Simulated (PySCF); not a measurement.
Molecule: C₂H₈SeSi, SMILES [SiH3]CC[SeH]. Atoms near the plane z = 0.0 Å, at the GFN2-xTB optimised geometry (x, y, z in Å): Si1 (0.8, -1.6, 0.0), C2 (0.1, 0.1, 0.0), C3 (-1.4, 0.1, 0.0), Se4 (-2.2, 2.0, 0.0), H7 (2.2, -1.5, 0.0), H8 (0.4, 0.7, -0.9), H9 (0.4, 0.7, 0.9), H10 (-1.8, -0.3, 0.9), H11 (-1.9, -0.4, -0.9).

Method: PBE0/def2-TZVP (PySCF). Cells within 0.4 Å of a nucleus heavier than hydrogen are left out (blank, or x). The values are rescaled to run from 0 to 1.

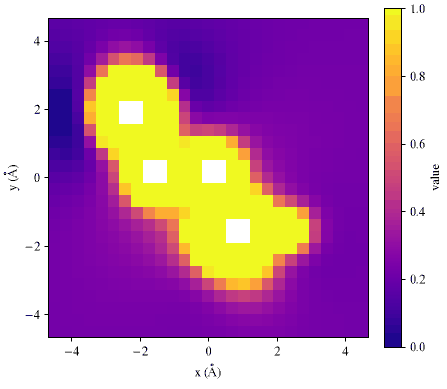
a field on the plane z = 0.0 Å.

Problem. Which quantity is mapped?
A) deformation density (molecule minus spherical neutral atoms)
B) electrostatic potential
C) an orbital amplitude
D) log10 of the electron density

Solution. B, electrostatic potential. In full: electrostatic potential (hartree/e), clipped to [-0.08, 0.12].
